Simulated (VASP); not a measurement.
# Gd (Gadolinium) with LDA + U: from relaxation to properties, part 7 of 12

What structure does Gd (Gadolinium) take at this level, and what are its properties? The start is a cell from a database of measured crystal structures.

VASP 6.6.1, plane waves and PAW; the level of theory is named at each step.

Still holding for the runs below: The magnetic order is the lowest of the few collinear ones that converged above; longer or canted patterns were not tried. The k-mesh is coarse for a metal.

So far, moment of the cell, from the last line of the log (μB): step 2 (magnetic order: ferromagnetic) 15.5; step 8 (full relaxation (LDA + U)) 15.4. The relaxed cell has a = 3.509, c = 5.611 Å (conventional setting).

## Step 9: Second relaxation

Level of this step: LDA, DFT+U (Gd f 5 eV), spin-polarised from a ferromagnetic start; plane waves and PAW (Gd) (VASP).

The basis stayed that of the start cell while the cell moved. A rerun from the cell reached resets it; the error of the finite cutoff stays.

INCAR

```
SYSTEM = Gd
PREC = Accurate
ENCUT = 450
EDIFF = 1E-06
NELM = 150
ISMEAR = 1
SIGMA = 0.2
LREAL = .FALSE.
ALGO = Normal
GGA = CA
NBANDS = 34
ISPIN = 2
MAGMOM = 7.12 7.12
LDAU = .TRUE.
LDAUTYPE = 2
LDAUL = 3
LDAUU = 5
LDAUJ = 0
LDAUPRINT = 1
LASPH = .TRUE.
LMAXMIX = 6
AMIX = 0.2
BMIX = 1E-04
AMIX_MAG = 0.8
BMIX_MAG = 1E-04
LORBIT = 11
LWAVE = .FALSE.
LCHARG = .FALSE.
KPAR = 4
IBRION = 2
NSW = 60
ISIF = 3
EDIFFG = -0.01
```

POSCAR

```
Gd
1.0
    3.5091464790      0.0000000000      0.0000000000
   -1.7545732395      3.0390099964      0.0000000000
    0.0000000000      0.0000000000      5.6111216508
Gd
2
Direct
    0.3333333333      0.6666666667      0.2500000000
    0.6666666667      0.3333333333      0.7500000000
```

KPOINTS

```
Automatic mesh
0
Gamma
7 7 4
0 0 0
```

PAW data sets: Gd (PBE family, release 64).

Run with:

```console
$ mpirun -np 4 vasp_std
```

The program printed:

```text
[... set-up lines as in an earlier step ...]
 entering main loop
       N       E                     dE             d eps       ncg     rms          rms(c)
DAV:   1     0.249488270252E+03    0.24949E+03   -0.10698E+04  4752   0.469E+03
DAV:   2     0.387338639925E+02   -0.21075E+03   -0.18066E+03  4704   0.435E+02
DAV:   3    -0.565629362404E+01   -0.44390E+02   -0.42798E+02  5366   0.146E+02
DAV:   4    -0.128645495732E+02   -0.72083E+01   -0.71574E+01  6306   0.481E+01
DAV:   5    -0.136366130964E+02   -0.77206E+00   -0.76987E+00  6238   0.164E+01    0.545E+01
DAV:   6    -0.219812016814E+02   -0.83446E+01   -0.89543E+00  5136   0.969E+01    0.369E+01
DAV:   7    -0.226792385676E+02   -0.69804E+00   -0.19457E+00  5814   0.177E+01    0.437E+01
DAV:   8    -0.227024157726E+02   -0.23177E-01   -0.23193E-01  5838   0.234E+00    0.538E+01
DAV:   9    -0.227073144482E+02   -0.48987E-02   -0.56831E-02  5376   0.256E+00    0.326E+01
DAV:  10    -0.227134823697E+02   -0.61679E-02   -0.39238E-02  5446   0.151E+00    0.410E+00
DAV:  11    -0.227137796162E+02   -0.29725E-03   -0.33189E-03  5410   0.501E-01    0.214E+00
DAV:  12    -0.227129749174E+02    0.80470E-03   -0.12718E-03  5330   0.459E-01    0.149E+00
DAV:  13    -0.227125940936E+02    0.38082E-03   -0.11825E-03  5860   0.297E-01    0.116E+00
DAV:  14    -0.227125711117E+02    0.22982E-04   -0.33395E-04  6044   0.948E-02    0.226E-01
DAV:  15    -0.227125484286E+02    0.22683E-04   -0.11111E-04  4876   0.151E-01    0.552E-02
DAV:  16    -0.227125492307E+02   -0.80215E-06   -0.18118E-05  6126   0.256E-02    0.129E-01
DAV:  17    -0.227125490733E+02    0.15740E-06   -0.77535E-07  2442   0.148E-02
   1 F= -.22712549E+02 E0= -.22712279E+02  d E =-.227125E+02  mag=    15.3559
 curvature:   0.00 expect dE= 0.000E+00 dE for cont linesearch  0.000E+00
 trial: gam= 0.00000 g(F)=  0.330E-46 g(S)=  0.606E-03 ort = 0.000E+00 (trialstep = 0.100E+01)
 search vector abs. value=  0.606E-03
 bond charge predicted
       N       E                     dE             d eps       ncg     rms          rms(c)
DAV:   1    -0.227412707576E+02   -0.28722E-01   -0.29056E-01  5478   0.788E+00    0.990E+00
DAV:   2    -0.227232391588E+02    0.18032E-01   -0.45410E-02  4840   0.278E+00    0.408E+00
DAV:   3    -0.227145673736E+02    0.86718E-02   -0.18372E-02  5190   0.201E+00    0.227E+00
DAV:   4    -0.227131675618E+02    0.13998E-02   -0.70830E-03  6306   0.876E-01    0.181E+00
DAV:   5    -0.227133223445E+02   -0.15478E-03   -0.68083E-04  5788   0.183E-01    0.114E+00
DAV:   6    -0.227130089644E+02    0.31338E-03   -0.25817E-04  6420   0.170E-01    0.859E-01
DAV:   7    -0.227128113484E+02    0.19762E-03   -0.40586E-04  6318   0.174E-01    0.591E-01
DAV:   8    -0.227127301366E+02    0.81212E-04   -0.72442E-04  6400   0.231E-01    0.288E-01
DAV:   9    -0.227127332155E+02   -0.30789E-05   -0.10792E-04  5892   0.805E-02    0.742E-02
DAV:  10    -0.227127331966E+02    0.18937E-07   -0.13513E-05  5576   0.407E-02    0.126E-01
DAV:  11    -0.227127336325E+02   -0.43588E-06   -0.12543E-06  3486   0.975E-03
   2 F= -.22712734E+02 E0= -.22712526E+02  d E =-.184559E-03  mag=    15.3477
[...]
3 F= -.22712755E+02 E0= -.22712528E+02  d E =-.206378E-03  mag=    15.3499
[...]
4 F= -.22712759E+02 E0= -.22712535E+02  d E =-.210038E-03  mag=    15.3495
 curvature:  -0.16 expect dE=-0.113E-03 dE for cont linesearch -0.113E-03
 ZBRENT: interpolating
 opt :   0.8989  next Energy=   -22.712757 (dE=-0.208E-03)
 bond charge predicted
       N       E                     dE             d eps       ncg     rms          rms(c)
DAV:   1    -0.227133779191E+02   -0.61926E-03   -0.57308E-03  5478   0.111E+00    0.143E+00
DAV:   2    -0.227129805065E+02    0.39741E-03   -0.92062E-04  4924   0.402E-01    0.562E-01
DAV:   3    -0.227127930030E+02    0.18750E-03   -0.36948E-04  5050   0.284E-01    0.329E-01
DAV:   4    -0.227127623213E+02    0.30682E-04   -0.14527E-04  6210   0.120E-01    0.308E-01
DAV:   5    -0.227127664051E+02   -0.40838E-05   -0.13449E-05  5516   0.275E-02    0.205E-01
DAV:   6    -0.227127579581E+02    0.84470E-05   -0.48603E-06  3920   0.265E-02    0.127E-01
DAV:   7    -0.227127506269E+02    0.73312E-05   -0.20979E-05  5694   0.420E-02    0.135E-01
DAV:   8    -0.227127497866E+02    0.84026E-06   -0.11993E-05  5050   0.263E-02    0.840E-02
DAV:   9    -0.227127494515E+02    0.33508E-06   -0.40964E-06  2968   0.205E-02
   5 F= -.22712749E+02 E0= -.22712535E+02  d E =-.200378E-03  mag=    15.3484
 curvature:  -0.03 expect dE=-0.217E-07 dE for cont linesearch -0.790E-09
 trial: gam=-0.00520 g(F)=  0.106E-46 g(S)=  0.658E-06 ort = 0.381E-05 (trialstep = 0.980E+00)
 search vector abs. value=  0.635E-06
 reached required accuracy - stopping structural energy minimisation
```

Run time: 34 s. Hardware: 4 MPI ranks of Intel Xeon 6975P-C (Granite Rapids), shared host; peak memory 0.81 GiB.

OUTCAR, selected parts (step 9):

```text
   ENCUT  =  450.0 eV  33.07 Ry    5.75 a.u.   6.07  6.07  9.71*2*pi/ulx,y,z

   NELECT =      36.0000    total number of electrons

atom =   1  type =  1  l = 3

 onsite density matrix

spin component  1

  0.9899  0.0000 -0.0000 -0.0000 -0.0000 -0.0000  0.0000
  0.0000  0.9892 -0.0000 -0.0000 -0.0000 -0.0000 -0.0000
 -0.0000 -0.0000  0.9886 -0.0000 -0.0000  0.0000  0.0000
 -0.0000 -0.0000 -0.0000  0.9897  0.0000 -0.0000  0.0000
 -0.0000 -0.0000 -0.0000  0.0000  0.9886  0.0000 -0.0000
 -0.0000 -0.0000  0.0000 -0.0000  0.0000  0.9892 -0.0000
  0.0000 -0.0000  0.0000  0.0000 -0.0000 -0.0000  0.9886

spin component  2

  0.0021 -0.0000 -0.0000 -0.0000  0.0000  0.0000  0.0000
 -0.0000  0.0018  0.0000 -0.0000  0.0000 -0.0000  0.0000
 -0.0000  0.0000  0.0010  0.0000 -0.0000 -0.0000  0.0000
 -0.0000 -0.0000  0.0000  0.0016 -0.0000 -0.0000 -0.0000
  0.0000  0.0000 -0.0000 -0.0000  0.0010  0.0000 -0.0000
  0.0000 -0.0000 -0.0000 -0.0000  0.0000  0.0018  0.0000
  0.0000  0.0000  0.0000 -0.0000 -0.0000  0.0000  0.0009

 occupancies and eigenvectors

  o =  0.0009  v =  0.0000  0.0000  0.0000  0.0000  0.0000  0.0000  0.0000 -0.0000 -0.0000 -0.0000  0.0000 -0.0000  0.0000 -1.0000      0.0000  0.0000  0.0000  0.0000  0.0000  0.0000  0.0000  0.0000  0.0000  0.0000  0.0000  0.0000  0.0000  0.0000
  o =  0.0010  v =  0.0000  0.0000  0.0000  0.0000  0.0000  0.0000  0.0000  0.0000 -0.0000  1.0000 -0.0000  0.0000  0.0000 -0.0000      0.0000  0.0000  0.0000  0.0000  0.0000  0.0000  0.0000  0.0000  0.0000  0.0000  0.0000  0.0000  0.0000  0.0000
  o =  0.0010  v =  0.0000  0.0000  0.0000  0.0000  0.0000  0.0000  0.0000  0.0000  0.0000  0.0000 -0.0000 -1.0000 -0.0000  0.0000      0.0000  0.0000  0.0000  0.0000  0.0000  0.0000  0.0000  0.0000  0.0000  0.0000  0.0000  0.0000  0.0000  0.0000
  o =  0.0016  v =  0.0000  0.0000  0.0000  0.0000  0.0000  0.0000  0.0000  0.0000 -0.0000 -0.0000  1.0000 -0.0000  0.0000  0.0000      0.0000  0.0000  0.0000  0.0000  0.0000  0.0000  0.0000  0.0000  0.0000  0.0000  0.0000  0.0000  0.0000  0.0000
  o =  0.0018  v =  0.0000  0.0000  0.0000  0.0000  0.0000  0.0000  0.0000 -0.0000  0.0001 -0.0000 -0.0000 -0.0000  1.0000 -0.0000      0.0000  0.0000  0.0000  0.0000  0.0000  0.0000  0.0000  0.0000  0.0000  0.0000  0.0000  0.0000  0.0000  0.0000
  o =  0.0018  v =  0.0000  0.0000  0.0000  0.0000  0.0000  0.0000  0.0000 -0.0000 -1.0000 -0.0000 -0.0000 -0.0000  0.0001  0.0000      0.0000  0.0000  0.0000  0.0000  0.0000  0.0000  0.0000  0.0000  0.0000  0.0000  0.0000  0.0000  0.0000  0.0000
  o =  0.0021  v =  0.0000  0.0000  0.0000  0.0000  0.0000  0.0000  0.0000  1.0000 -0.0000 -0.0000 -0.0000  0.0000  0.0000 -0.0000      0.0000  0.0000  0.0000  0.0000  0.0000  0.0000  0.0000  0.0000  0.0000  0.0000  0.0000  0.0000  0.0000  0.0000
  o =  0.9886  v = -0.0000 -0.0000 -0.0000 -0.0000  0.0000  0.0000  1.0000  0.0000  0.0000  0.0000  0.0000  0.0000  0.0000  0.0000      0.0000  0.0000  0.0000  0.0000  0.0000  0.0000  0.0000  0.0000  0.0000  0.0000  0.0000  0.0000  0.0000  0.0000
  o =  0.9886  v = -0.0000  0.0000 -1.0000 -0.0000 -0.0000  0.0000 -0.0000  0.0000  0.0000  0.0000  0.0000  0.0000  0.0000  0.0000      0.0000  0.0000  0.0000  0.0000  0.0000  0.0000  0.0000  0.0000  0.0000  0.0000  0.0000  0.0000  0.0000  0.0000
  o =  0.9886  v =  0.0000 -0.0000  0.0000 -0.0000 -1.0000  0.0000  0.0000  0.0000  0.0000  0.0000  0.0000  0.0000  0.0000  0.0000      0.0000  0.0000  0.0000  0.0000  0.0000  0.0000  0.0000  0.0000  0.0000  0.0000  0.0000  0.0000  0.0000  0.0000
  o =  0.9892  v = -0.0000 -0.1634 -0.0000 -0.0000 -0.0000 -0.9866  0.0000  0.0000  0.0000  0.0000  0.0000  0.0000  0.0000  0.0000      0.0000  0.0000  0.0000  0.0000  0.0000  0.0000  0.0000  0.0000  0.0000  0.0000  0.0000  0.0000  0.0000  0.0000
[...]
o =  0.0018  v =  0.0000  0.0000  0.0000  0.0000  0.0000  0.0000  0.0000  0.0000  1.0000 -0.0000 -0.0000  0.0000  0.0031  0.0000      0.0000  0.0000  0.0000  0.0000  0.0000  0.0000  0.0000  0.0000  0.0000  0.0000  0.0000  0.0000  0.0000  0.0000
  o =  0.0018  v =  0.0000  0.0000  0.0000  0.0000  0.0000  0.0000  0.0000  0.0000 -0.0031  0.0000 -0.0000 -0.0000  1.0000  0.0000      0.0000  0.0000  0.0000  0.0000  0.0000  0.0000  0.0000  0.0000  0.0000  0.0000  0.0000  0.0000  0.0000  0.0000
  o =  0.0021  v =  0.0000  0.0000  0.0000  0.0000  0.0000  0.0000  0.0000  1.0000 -0.0000 -0.0000 -0.0000  0.0000 -0.0000 -0.0000      0.0000  0.0000  0.0000  0.0000  0.0000  0.0000  0.0000  0.0000  0.0000  0.0000  0.0000  0.0000  0.0000  0.0000
  o =  0.9886  v = -0.0000  0.0000  0.0000  0.0000  0.0000  0.0000  1.0000  0.0000  0.0000  0.0000  0.0000  0.0000  0.0000  0.0000      0.0000  0.0000  0.0000  0.0000  0.0000  0.0000  0.0000  0.0000  0.0000  0.0000  0.0000  0.0000  0.0000  0.0000
  o =  0.9886  v = -0.0000 -0.0000 -1.0000 -0.0000 -0.0000  0.0000  0.0000  0.0000  0.0000  0.0000  0.0000  0.0000  0.0000  0.0000      0.0000  0.0000  0.0000  0.0000  0.0000  0.0000  0.0000  0.0000  0.0000  0.0000  0.0000  0.0000  0.0000  0.0000
  o =  0.9886  v =  0.0000  0.0000  0.0000  0.0000 -1.0000  0.0000  0.0000  0.0000  0.0000  0.0000  0.0000  0.0000  0.0000  0.0000      0.0000  0.0000  0.0000  0.0000  0.0000  0.0000  0.0000  0.0000  0.0000  0.0000  0.0000  0.0000  0.0000  0.0000
  o =  0.9892  v =  0.0000  0.2383 -0.0000  0.0000  0.0000  0.9712 -0.0000  0.0000  0.0000  0.0000  0.0000  0.0000  0.0000  0.0000      0.0000  0.0000  0.0000  0.0000  0.0000  0.0000  0.0000  0.0000  0.0000  0.0000  0.0000  0.0000  0.0000  0.0000
  o =  0.9892  v = -0.0000  0.9712 -0.0000 -0.0000  0.0000 -0.2383 -0.0000  0.0000  0.0000  0.0000  0.0000  0.0000  0.0000  0.0000      0.0000  0.0000  0.0000  0.0000  0.0000  0.0000  0.0000  0.0000  0.0000  0.0000  0.0000  0.0000  0.0000  0.0000
  o =  0.9897  v =  0.0000  0.0000  0.0000 -1.0000 -0.0000  0.0000  0.0000  0.0000  0.0000  0.0000  0.0000  0.0000  0.0000  0.0000      0.0000  0.0000  0.0000  0.0000  0.0000  0.0000  0.0000  0.0000  0.0000  0.0000  0.0000  0.0000  0.0000  0.0000
  o =  0.9899  v =  1.0000  0.0000 -0.0000  0.0000 -0.0000 -0.0000  0.0000  0.0000  0.0000  0.0000  0.0000  0.0000  0.0000  0.0000      0.0000  0.0000  0.0000  0.0000  0.0000  0.0000  0.0000  0.0000  0.0000  0.0000  0.0000  0.0000  0.0000  0.0000

 E-fermi :   3.2614

 spin component 1
 k-point     1 :       0.0000    0.0000    0.0000
  band No.  band energies     occupation
    ...
     20      -3.9452      1.00000
     21      -3.9166      1.00000
     22      -3.9110      1.00000
     23      -1.9149      1.00000
     24       0.5964      1.00000
     25       4.5493     -0.00000
     26       4.5493     -0.00000
     27       4.7079     -0.00000
     28       4.7928     -0.00000
     29       5.2567     -0.00000
    ...

 k-point     2 :       0.1429    0.0000    0.0000
  band No.  band energies     occupation
    ...
     20      -3.9547      1.00000
     21      -3.9354      1.00000
     22      -3.9246      1.00000
     23      -1.3826      1.00000
     24       1.0987      1.00000
     25       3.7099     -0.00338
     26       3.9389     -0.00001
     27       4.7551     -0.00000
     28       5.0821     -0.00000
     29       5.3898     -0.00000
    ...

  Total        0.0020360      0.0020360     -0.0043590     -0.0000000      0.0000000     -0.0000000
  in kB        0.0548344      0.0548344     -0.1173996     -0.0000000      0.0000000     -0.0000000
  external PRESSURE =      -0.0025769 kB  Pullay stress =       0.0000000 kB

 POSITION                                       TOTAL-FORCE (eV/Angst)
 -----------------------------------------------------------------------------------
     -0.00000      2.02249      1.39941         0.000000      0.000000      0.000000
      1.75153      1.01125      4.19822        -0.000000     -0.000000      0.000000
 -----------------------------------------------------------------------------------
    total drift:                               -0.000000      0.000000     -0.000000

  FREE ENERGIE OF THE ION-ELECTRON SYSTEM (eV)
  ---------------------------------------------------
  free  energy   TOTEN  =       -22.7127494515 eV

  energy  without entropy=      -22.7121068391  energy(sigma->0) =      -22.71253525

 magnetization (x)
# of ion       s       p       d       f       tot
--------------------------------------------------
    1        0.006  -0.033   0.233   6.908   7.115
    2        0.006  -0.033   0.233   6.908   7.115
--------------------------------------------------
tot          0.012  -0.065   0.466  13.817  14.229

[... 4 parts as in an earlier step ...]

[... 18 further parts left out ...]
```

CONTCAR:

```
Gd
   1.00000000000000
     3.5030593685799616    0.0000000000000000    0.0000000000000000
    -1.7515296842899808    3.0337384041406819   -0.0000000000000000
     0.0000000000000000    0.0000000000000000    5.5976249189692791
  Gd
     2
Direct
     0.3333333332999970    0.6666666667000030    0.2500000000000000
     0.6666666667000030    0.3333333332999970    0.7500000000000000
```

The steps of the relaxation:

```tsv
step	energy less that of the first step (eV)	largest force (eV/Å)	pressure (GPa)	volume (Å³)
1	0.0000	0.0000	-0.24	59.84
2	-0.0002	0.0000	0.19	59.45
3	-0.0002	0.0000	-0.04	59.57
4	-0.0002	0.0000	-0.27	59.54
5	-0.0002	0.0000	0.00	59.49
```

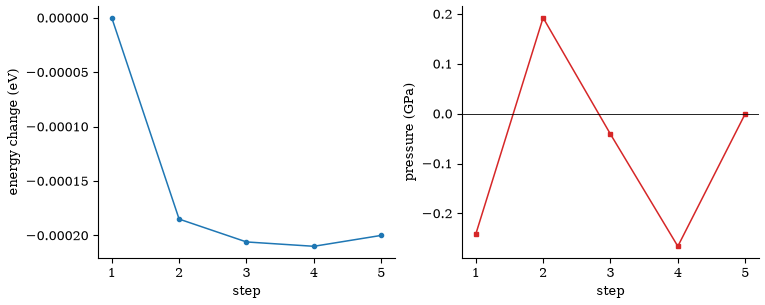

Energy and pressure along the relaxation.

```tsv
conventional cell, symmetrised	before	after	change
a (Å)	3.509	3.503	-0.2 %
b (Å)	3.509	3.503	-0.2 %
c (Å)	5.611	5.598	-0.2 %
volume (Å³/atom)	29.92	29.74	-0.6 %
```

The relaxed structure:

```xyz
2
Lattice="3.5031 0.0000 0.0000 -1.7515 3.0337 0.0000 0.0000 0.0000 5.5976" Properties=species:S:1:pos:R:3 pbc="T T T"
Gd    0.0000    2.0225    1.3994
Gd    1.7515    1.0112    4.1982
```

Numbers from this step:

| Item | Value |
| --- | --- |
| free energy (TOTEN) | -22.71 eV |
| energy at zero smearing | -22.71 eV |
| Fermi energy | 3.261 eV |
| pressure | -2.58e-4 GPa |
| moment of the cell, from the last line of the log | 15.35 μB |
| SCF cycles over all ionic steps | 51 |

It ends with forces that vanish by symmetry and a pressure of 0.00 GPa.

(Continued in part 8 of 12.)

[Lines on the potential files, build, host, timing and source positions are cut from VASP's logs without a mark.]

[Logs are printed without paths, hosts, clocks, repeated set-up lines and the standing remarks that a program may print on its own settings, such as how far it seeks lower states.]

[Hosts, paths, dates, database ids (printed as entryN), source tags and the programs' standing remarks are cut or masked in the printed files.]

[A measured line is paired with the nearest computed mode of its activity, which favours agreement.]

[In band tables of VASP the shares of atoms and orbitals are scaled to a sum of 1 inside the atoms' spheres.]
